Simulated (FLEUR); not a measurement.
# How the volume moves the moments of Nickel

Wanted: the trend of the moments of Nickel with the volume.

Calculated with FLEUR MaX-R8.1; PBE; all-electron FLAPW, Dirac cores, scalar-relativistic bands.

### 1. Starting point

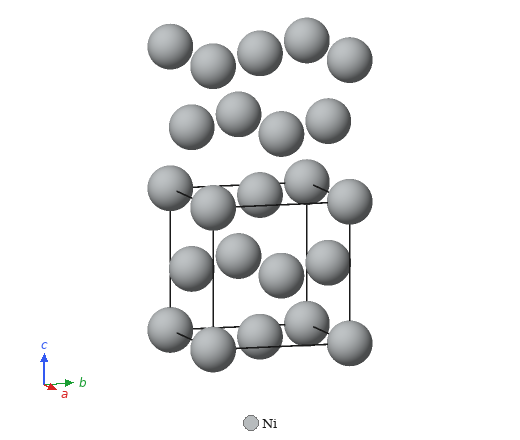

Start, viewed slightly off an axis; nickel light grey. 1×1×2 cells are drawn. This picture shows the conventional cell, with its axes. Some periodic images of atoms are drawn too.

Structure file:

```xyz
1
Lattice="0.0000 1.7619 1.7619 1.7619 0.0000 1.7619 1.7619 1.7619 0.0000" Properties=species:S:1:pos:R:3 pbc="T T T"
Ni    0.0000    0.0000    0.0000
```

### 2. Factor 1, start ferro +

The scan starts at the cell as given.

All lengths change alike; the factor is that of the volume. Atoms keep their fractional places. Spheres, Kmax and the mesh are the same at all points, the spheres being those of the tightest cell. inpgen writes inp.xml from crystal.txt; cutoffs, mixing, functional, smearing and local orbitals are then set in the file. The k list default-1 (kpts.xml, not shown) is a Γ-centred 14×14×14 mesh; where the ranks do not divide the number of points, some are split in two of half the weight.

Input file inp.xml:

```
<?xml version="1.0" encoding="UTF-8" standalone="no"?>
<fleurInput fleurInputVersion="0.39">
   <comment>
      Ni
   </comment>
   <calculationSetup>
      <cutoffs Kmax="3.73" Gmax="11.2" GmaxXC="11.2" numbands="0"/>
      <scfLoop itmax="110" minDistance="0.00002" maxIterBroyd="15" imix="Anderson" alpha="0.05" precondParam="0.0" spinf="2.0" sdNocoIR="T"/>
      <coreElectrons ctail="T" frcor="F" kcrel="0" coretail_lmax="0"/>
      <xcFunctional name="pbe" relativisticCorrections="F"/>
      <magnetism jspins="2"/>
      <soc l_soc="F" theta="0.0" phi="0.0" spav="F"/>
      <expertModes spex="0" secvar="F"/>
      <geometryOptimization l_f="F" forcealpha="1.0" forcemix="BFGS" epsdisp="0.00001" epsforce="0.00001"/>
      <ldaU l_linMix="F" mixParam="0.05" spinf="1.0"/>
   </calculationSetup>
   <cell>
      <bzIntegration valenceElectrons="18.0" mode="hist" fermiSmearingEnergy="0.00183747">
         <kPointListSelection listName="default-1"/>
         <xi:include xmlns:xi="http://www.w3.org/2001/XInclude" href="kpts.xml"> </xi:include>
      </bzIntegration>
      <xi:include xmlns:xi="http://www.w3.org/2001/XInclude" href="sym.xml"> </xi:include>
      <bulkLattice scale="1.0">
         <bravaisMatrix>
            <row-1>    0.0000000000000000     3.3295745993471009     3.3295745993471009</row-1>
            <row-2>    3.3295745993471009     0.0000000000000000     3.3295745993471009</row-2>
            <row-3>    3.3295745993471009     3.3295745993471009     0.0000000000000000</row-3>
         </bravaisMatrix>
      </bulkLattice>
   </cell>
   <atomSpecies>
      <species name="Nickel (Ni1.000" element="Ni" atomicNumber="28">
         <mtSphere radius="2.2" gridPoints="727" logIncrement="0.017"/>
         <atomicCutoffs lmax="8" lnonsphr="6"/>
         <electronConfig flipSpins="F">
            <coreConfig>(1s1/2) (2s1/2) (2p1/2) (2p3/2)</coreConfig>
            <valenceConfig>(3s1/2) (3p1/2) (3p3/2) (4s1/2) (3d3/2) (3d5/2)</valenceConfig>
            <stateOccupation state="(3d3/2)" spinUp="1.6" spinDown="1.6"/>
            <stateOccupation state="(3d5/2)" spinUp="2.9" spinDown="1.9"/>
         </electronConfig>
         <energyParameters s="4" p="4" d="3" f="4"/>
         <lo type="SCLO" l="0" n="3" eDeriv="0"/>
         <lo type="SCLO" l="1" n="3" eDeriv="0"/>
      </species>
   </atomSpecies>
   <atomGroups>
      <atomGroup species="Nickel (Ni1.000">
         <relPos label="                   1">.0000000000 .0000000000 .0000000000</relPos>
         <force calculate="T" relaxXYZ="TTT"/>
      </atomGroup>
   </atomGroups>
   <output dos="F" band="F" slice="F">
      <bandDOS minEnergy="-.5*Htr" maxEnergy="0.5*Htr" sigma="0.015" storeEVData="T"/>
      <plotting iplot="0" polar="F">
         <plot TwoD="T" vec1="  1.0  0.0  0.0" vec2="  0.0  1.0  0.0" vec3="  0.0  0.0  1.0" zero="  0.0  0.0  0.0" file="plot"/>
      </plotting>
      <moessbauerParams electricFieldGradient="F" isomerShift="F" coreHyperfine="F" valenceHyperfine="F"/>
   </output>
</fleurInput>
```

Input file crystal.txt:

```
Ni
&input film=F cartesian=F /
0.00000000000  1.76193500000  1.76193500000
1.76193500000  0.00000000000  1.76193500000
1.76193500000  1.76193500000  0.00000000000
1.8897261246
1.0 1.0 1.0

1
28 0.00000000000  0.00000000000  0.00000000000 : 1.000

&kpt div1=14 div2=14 div3=14 gamma=T /
```

The run is started by

```console
$ OMP_NUM_THREADS=1 inpgen -f crystal.txt > inpgen.log  # inp.xml is then edited as shown
$ OMP_NUM_THREADS=1 mpirun -n 4 fleur_MPI > fleur.log
```

The program printed:

```text
Welcome to FLEUR        (www.flapw.de)
      MaX-Release 8.1          (www.max-centre.eu)

 ========== k-point set info ==========
 Selected k-point list: default-1
 k-point list type: mesh
 14 x 14 x 14
 Number of k points: 104

 ------------Calculation Setup---------------------------
 Number of MPI-tasks      :            4
 Number of PE/node        :            4
 Number of OMP-threads    :            1
 k-points in parallel     :            4
 pe's per k-point         :            1
 No of k-point loops      :           26
 Eigenvalue solver        :       lapack
 Number of basis functions:           76
 Approximate size of matrices (H+S) per k-point:         0.000 GB
 --------------------------------------------------------
 Iteration:     1   Distance:       8.26348812 me/bohr^3
 Iteration:     2   Distance:       7.89089633 me/bohr^3
 Iteration:     3   Distance:       5.15363507 me/bohr^3
 Iteration:     4   Distance:       1.60848572 me/bohr^3
 Iteration:     5   Distance:       1.70815554 me/bohr^3
 Iteration:     6   Distance:       0.87101670 me/bohr^3
 Iteration:     7   Distance:       0.96578965 me/bohr^3
 Iteration:     8   Distance:       0.36170217 me/bohr^3
 Iteration:     9   Distance:       0.20605299 me/bohr^3
 Iteration:    10   Distance:       0.07125131 me/bohr^3
 Iteration:    11   Distance:       0.07498454 me/bohr^3
 Iteration:    12   Distance:       0.03235151 me/bohr^3
 Iteration:    13   Distance:       0.02963913 me/bohr^3
 Iteration:    14   Distance:       0.00064108 me/bohr^3
 Iteration:    15   Distance:       0.00031806 me/bohr^3
 Iteration:    16   Distance:       0.00027755 me/bohr^3
 Iteration:    17   Distance:       0.00019660 me/bohr^3
 Iteration:    18   Distance:       0.00011820 me/bohr^3
 Iteration:    19   Distance:       0.00005069 me/bohr^3
 Iteration:    20   Distance:       0.00000763 me/bohr^3

 ********************************************************************
 Run finished successfully
 Stop message:
   all done
 ********************************************************************

--- out.xml (last complete iteration) ---
<iteration numberForCurrentRun="   20" overallNumber="   20">
         [... left out ...]
         <bandgap value="0.0114447307" units="eV"/>
         <sumValenceSingleParticleEnergies value="-16.5178150541" units="Htr"/>
         <FermiEnergy value="0.3304611142" units="Htr"/>
         <valenceDensity>
            <mtCharges spin="1">
               <mtCharge atomType="1" total="8.7585070" s="1.1907984" p="3.1595695" d="4.3951172" f="0.0100930"/>
            </mtCharges>
            <mtCharges spin="2">
               <mtCharge atomType="1" total="8.1190866" s="1.1954659" p="3.1777316" d="3.7322336" f="0.0107620"/>
            </mtCharges>
            <spinDependentCharge spin="1" total="9.3012525" interstitial="0.5427455" mtSpheres="8.7585070"/>
            <spinDependentCharge spin="2" total="8.6987475" interstitial="0.5796609" mtSpheres="8.1190866"/>
            <totalCharge value="18.0000000000"/>
         </valenceDensity>
         [... left out ...]
         <magneticMomentsInMTSpheres units="muBohr">
            <globalMagMoment atomType="1" vec="0.00000   0.00000   0.63942"/>
            <localMagMoment atomType="1" vec="0.00000   0.00000   0.63942"/>
         </magneticMomentsInMTSpheres>
         [... left out ...]
         <totalEnergy value="    -1520.8302317488" units="Htr">
            <sumOfEigenvalues value="     -872.1633617106">
               <coreElectrons value="-855.6455466565"/>
               <valenceElectrons value="-16.5178150541"/>
            </sumOfEigenvalues>
            <densityCoulombPotentialIntegral value="-2334.6266516113"/>
            <densityEffectivePotentialIntegral value="-2417.2415176109"/>
            <chargeDenXCDenIntegral value="-63.5948452891"/>
            <FockExchangeEnergyValence value="0.0000000000"/>
            <FockExchangeEnergyCore value="0.0000000000"/>
         [... left out ...]
            <tkbTimesEntropy value="0.0005844656"/>
            <freeEnergy value="-1520.8308162144"/>
            <extrapolationTo0K value="-1520.8305239816"/>
         </totalEnergy>
         <densityConvergence units="me/bohr^3">
            <chargeDensity spin="1" distance="0.0000056635"/>
            <chargeDensity spin="2" distance="0.0000043518"/>
            <overallChargeDensity distance="0.0000066163"/>
            <spinDensity distance="0.0000076322"/>
         </densityConvergence>
      </iteration>
```

It took 6.6 s on 4 MPI ranks of AMD EPYC 9R14 (Zen 4), shared host; peak memory 0.19 GiB; 26 s of CPU time.

Spin moment in the muffin-tin sphere by atom:

| atom | spin moment in the muffin-tin sphere (μB) |
| --- | --- |
| Ni1 | 0.639 |

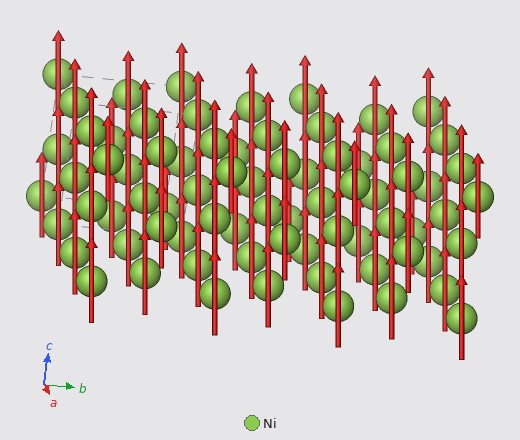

Spin moment in the muffin-tin sphere as arrows, the longest 0.639 μB. Up and down stand for the sign. Arrows give size and sign along the axis of quantisation, drawn up and down the page. 3×3×1 conventional cells are drawn. Some periodic images of atoms are drawn too.

Read from the output:

| Item | Value |
| --- | --- |
| free energy | -41383.9148 eV |
| program's band gap on this mesh (in a metal only a level spacing) | 0.01144 eV |
| magnetization | 0.6025 μB |
| final state | ferromagnetic |

After 20 cycles the largest moment stands at 0.639 μB.

### 3. Factor 1, start antiferro q=(0,1/2,1/2) +-

The k list default-1 (kpts.xml, not shown) is a Γ-centred 14×7×14 mesh.

Changes to inp.xml since step 2:

```diff
@@ -17,3 +17,3 @@
    <cell>
-      <bzIntegration valenceElectrons="18.0" mode="hist" fermiSmearingEnergy="0.00183747">
+      <bzIntegration valenceElectrons="36.0" mode="hist" fermiSmearingEnergy="0.00183747">
          <kPointListSelection listName="default-1"/>
@@ -25,4 +25,4 @@
             <row-1>    0.0000000000000000     3.3295745993471009     3.3295745993471009</row-1>
-            <row-2>    3.3295745993471009     0.0000000000000000     3.3295745993471009</row-2>
-            <row-3>    3.3295745993471009     3.3295745993471009     0.0000000000000000</row-3>
+            <row-2>    6.6591491986942017     0.0000000000000000     6.6591491986942017</row-2>
+            <row-3>    6.6591491986942017     3.3295745993471009     3.3295745993471009</row-3>
          </bravaisMatrix>
@@ -44,2 +44,15 @@
       </species>
+      <species name="Nickel (Ni-1.000" element="Ni" atomicNumber="28">
+         <mtSphere radius="2.2" gridPoints="727" logIncrement="0.017"/>
+         <atomicCutoffs lmax="8" lnonsphr="6"/>
+         <electronConfig flipSpins="F">
+            <coreConfig>(1s1/2) (2s1/2) (2p1/2) (2p3/2)</coreConfig>
+            <valenceConfig>(3s1/2) (3p1/2) (3p3/2) (4s1/2) (3d3/2) (3d5/2)</valenceConfig>
+            <stateOccupation state="(3d3/2)" spinUp="1.6" spinDown="1.6"/>
+            <stateOccupation state="(3d5/2)" spinUp="1.9" spinDown="2.9"/>
+         </electronConfig>
+         <energyParameters s="4" p="4" d="3" f="4"/>
+         <lo type="SCLO" l="0" n="3" eDeriv="0"/>
+         <lo type="SCLO" l="1" n="3" eDeriv="0"/>
+      </species>
    </atomSpecies>
@@ -48,2 +61,6 @@
          <relPos label="                   1">.0000000000 .0000000000 .0000000000</relPos>
+         <force calculate="T" relaxXYZ="TTT"/>
+      </atomGroup>
+      <atomGroup species="Nickel (Ni-1.000">
+         <relPos label="                   2">.0000000000 1.000/2.000 .0000000000</relPos>
          <force calculate="T" relaxXYZ="TTT"/>
```

Input file crystal.txt:

```
Ni
&input film=F cartesian=F /
0.00000000000  1.76193500000  1.76193500000
3.52387000000  0.00000000000  3.52387000000
3.52387000000  1.76193500000  1.76193500000
1.8897261246
1.0 1.0 1.0

2
28 0.00000000000  0.00000000000  0.00000000000 : 1.000
28 0.00000000000  0.50000000000  0.00000000000 : -1.000

&kpt div1=14 div2=7 div3=14 gamma=T /
```

The program printed:

```text
[banner, memory and clock lines left out]
Welcome to FLEUR        (www.flapw.de)
      MaX-Release 8.1          (www.max-centre.eu)

 ========== k-point set info ==========
 Selected k-point list: default-1
 k-point list type: mesh
 14 x 7 x 14
 Number of k points: 372

 [... set-up left out ...]
 Iteration:     1   Distance:      19.20513959 me/bohr^3
 Iteration:     2   Distance:      18.63524317 me/bohr^3
 Iteration:     3   Distance:      10.12811040 me/bohr^3
 Iteration:     4   Distance:       4.08116409 me/bohr^3
 Iteration:     5   Distance:       3.37835289 me/bohr^3
 Iteration:     6   Distance:       1.27042192 me/bohr^3
 Iteration:     7   Distance:       1.11939243 me/bohr^3
 Iteration:     8   Distance:       0.96702682 me/bohr^3
[... lines left out ...]
[... 34 iterations left out ...]
[... lines left out ...]
 Iteration:    49   Distance:       0.00025261 me/bohr^3
 Iteration:    50   Distance:       0.00019987 me/bohr^3
 Iteration:    51   Distance:       0.00027789 me/bohr^3
 Iteration:    52   Distance:       0.00012227 me/bohr^3
 Iteration:    53   Distance:       0.00003684 me/bohr^3
 Iteration:    54   Distance:       0.00001154 me/bohr^3

 ********************************************************************
 Run finished successfully
 Stop message:
   all done
 ********************************************************************

--- out.xml (last complete iteration) ---
<iteration numberForCurrentRun="   54" overallNumber="   54">
         [... left out ...]
         <bandgap value="0.0000003367" units="eV"/>
         <sumValenceSingleParticleEnergies value="-33.0119114629" units="Htr"/>
         <FermiEnergy value="0.3227281527" units="Htr"/>
         [... left out ...]
         <magneticMomentsInMTSpheres units="muBohr">
            <globalMagMoment atomType="1" vec="0.00000   0.00000   0.11084"/>
            <globalMagMoment atomType="2" vec="0.00000   0.00000  -0.11084"/>
         </magneticMomentsInMTSpheres>
         [... left out ...]
         <totalEnergy value="    -3041.6558334817" units="Htr">
            <sumOfEigenvalues value="    -1744.2977926779">
               <coreElectrons value="-1711.2858812150"/>
               <valenceElectrons value="-33.0119114629"/>
            </sumOfEigenvalues>
         [... left out ...]
            <freeEnergy value="-3041.6580052620"/>
            <extrapolationTo0K value="-3041.6569193719"/>
         </totalEnergy>
         <densityConvergence units="me/bohr^3">
            <chargeDensity spin="1" distance="0.0000060341"/>
            <chargeDensity spin="2" distance="0.0000065712"/>
            <overallChargeDensity distance="0.0000051098"/>
            <spinDensity distance="0.0000115357"/>
         </densityConvergence>
      </iteration>
```

The job ended after 1.9 min (4 MPI ranks; peak memory 0.31 GiB; 7.7 min of CPU time).

Spin moment in the muffin-tin sphere by atom:

| atom | spin moment in the muffin-tin sphere (μB) |
| --- | --- |
| Ni1 | 0.111 |
| Ni2 | -0.111 |

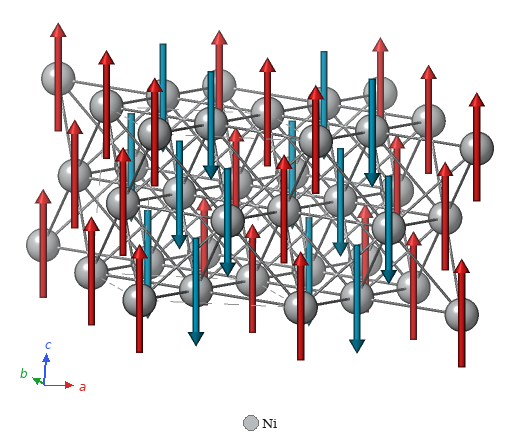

Spin moment in the muffin-tin sphere as arrows, the longest 0.111 μB. Up and down stand for the sign. Arrows give size and sign along the axis of quantisation, drawn up and down the page. The two directions have two colours. 2×2×1 conventional cells are drawn. Some periodic images of atoms are drawn too.

This step gave:

```
free energy                                                       : -82767.7308 eV
program's band gap on this mesh (in a metal only a level spacing) : 3.37e-7 eV
final state                                                       : weak moments in the typed pattern, under 0.15 μB
```

After 54 cycles the largest moment is only 0.11 μB, under the 0.15 μB from which a state is called magnetic here.

### 4. Factor 1, start no spin polarisation

The k list default-1 (kpts.xml, not shown) is a Γ-centred 14×14×14 mesh.

Input file inp.xml:

```
<?xml version="1.0" encoding="UTF-8" standalone="no"?>
<fleurInput fleurInputVersion="0.39">
   <comment>
      Ni
   </comment>
   <calculationSetup>
      <cutoffs Kmax="3.73" Gmax="11.2" GmaxXC="11.2" numbands="0"/>
      <scfLoop itmax="110" minDistance="0.00002" maxIterBroyd="15" imix="Anderson" alpha="0.05" precondParam="0.0" spinf="2.0" sdNocoIR="T"/>
      <coreElectrons ctail="T" frcor="F" kcrel="0" coretail_lmax="0"/>
      <xcFunctional name="pbe" relativisticCorrections="F"/>
      <magnetism jspins="1"/>
      <soc l_soc="F" theta="0.0" phi="0.0" spav="F"/>
      <expertModes spex="0" secvar="F"/>
      <geometryOptimization l_f="F" forcealpha="1.0" forcemix="BFGS" epsdisp="0.00001" epsforce="0.00001"/>
      <ldaU l_linMix="F" mixParam="0.05" spinf="1.0"/>
   </calculationSetup>
   <cell>
      <bzIntegration valenceElectrons="18.0" mode="hist" fermiSmearingEnergy="0.00183747">
         <kPointListSelection listName="default-1"/>
         <xi:include xmlns:xi="http://www.w3.org/2001/XInclude" href="kpts.xml"> </xi:include>
      </bzIntegration>
      <xi:include xmlns:xi="http://www.w3.org/2001/XInclude" href="sym.xml"> </xi:include>
      <bulkLattice scale="1.0">
         <bravaisMatrix>
            <row-1>    0.0000000000000000     3.3295745993471009     3.3295745993471009</row-1>
            <row-2>    3.3295745993471009     0.0000000000000000     3.3295745993471009</row-2>
            <row-3>    3.3295745993471009     3.3295745993471009     0.0000000000000000</row-3>
         </bravaisMatrix>
      </bulkLattice>
   </cell>
   <atomSpecies>
      <species name="Nickel (Ni)" element="Ni" atomicNumber="28">
         <mtSphere radius="2.2" gridPoints="727" logIncrement="0.017"/>
         <atomicCutoffs lmax="8" lnonsphr="6"/>
         <electronConfig flipSpins="F">
            <coreConfig>(1s1/2) (2s1/2) (2p1/2) (2p3/2)</coreConfig>
            <valenceConfig>(3s1/2) (3p1/2) (3p3/2) (4s1/2) (3d3/2) (3d5/2)</valenceConfig>
            <stateOccupation state="(3d3/2)" spinUp="1.600000" spinDown="1.600000"/>
            <stateOccupation state="(3d5/2)" spinUp="2.400000" spinDown="2.400000"/>
         </electronConfig>
         <energyParameters s="4" p="4" d="3" f="4"/>
         <lo type="SCLO" l="0" n="3" eDeriv="0"/>
         <lo type="SCLO" l="1" n="3" eDeriv="0"/>
      </species>
   </atomSpecies>
   <atomGroups>
      <atomGroup species="Nickel (Ni)">
         <relPos label="                   1">.0000000000 .0000000000 .0000000000</relPos>
         <force calculate="T" relaxXYZ="TTT"/>
      </atomGroup>
   </atomGroups>
   <output dos="F" band="F" slice="F">
      <bandDOS minEnergy="-.5*Htr" maxEnergy="0.5*Htr" sigma="0.015" storeEVData="T"/>
      <plotting iplot="0" polar="F">
         <plot TwoD="T" vec1="  1.0  0.0  0.0" vec2="  0.0  1.0  0.0" vec3="  0.0  0.0  1.0" zero="  0.0  0.0  0.0" file="plot"/>
      </plotting>
      <moessbauerParams electricFieldGradient="F" isomerShift="F" coreHyperfine="F" valenceHyperfine="F"/>
   </output>
</fleurInput>
```

Input file crystal.txt:

```
Ni
&input film=F cartesian=F /
0.00000000000  1.76193500000  1.76193500000
1.76193500000  0.00000000000  1.76193500000
1.76193500000  1.76193500000  0.00000000000
1.8897261246
1.0 1.0 1.0

1
28 0.00000000000  0.00000000000  0.00000000000

&kpt div1=14 div2=14 div3=14 gamma=T /
```

The program printed:

```text
[banner, memory and clock lines left out]
Welcome to FLEUR        (www.flapw.de)
      MaX-Release 8.1          (www.max-centre.eu)

 ========== k-point set info ==========
 Selected k-point list: default-1
 k-point list type: mesh
 14 x 14 x 14
 Number of k points: 104

 [... set-up left out ...]
 Iteration:     1   Distance:       9.73723635 me/bohr^3
 Iteration:     2   Distance:       9.14614389 me/bohr^3
 Iteration:     3   Distance:       6.53830333 me/bohr^3
 Iteration:     4   Distance:       0.90485011 me/bohr^3
 Iteration:     5   Distance:       1.49549607 me/bohr^3
[...]
<FermiEnergy value="0.3226184268" units="Htr"/>
         [... left out ...]
         <totalEnergy value="    -1520.8278668555" units="Htr">
            <sumOfEigenvalues value="     -872.1493903990">
               <coreElectrons value="-855.6433188577"/>
               <valenceElectrons value="-16.5060715414"/>
            </sumOfEigenvalues>
         [... left out ...]
            <freeEnergy value="-1520.8290000195"/>
            <extrapolationTo0K value="-1520.8284334375"/>
         </totalEnergy>
         <densityConvergence units="me/bohr^3">
            <chargeDensity spin="1" distance="0.0000119826"/>
         </densityConvergence>
      </iteration>
```

Elapsed: 3.2 s, on 4 MPI ranks; peak memory 0.19 GiB.

Numbers from this step:

```
free energy                                                       : -41383.8653 eV
program's band gap on this mesh (in a metal only a level spacing) : 0.002719 eV
final state                                                       : non-magnetic (no spin polarisation)
```

[end of part 1 of 2]

[Logs and program files are shortened in this print: banners, set-up blocks, solver, clock and traceback lines can be left out without a mark of their own.]

[Logs are printed without paths, hosts, clocks, repeated set-up lines and the standing remarks that a program may print on its own settings, such as how far it seeks lower states.]

[Hosts, paths, dates, database ids (printed as entryN), source tags and the programs' standing remarks are cut or masked in the printed files.]

[Where a cell is said to come from a database of computed structures, the database is the Materials Project.]
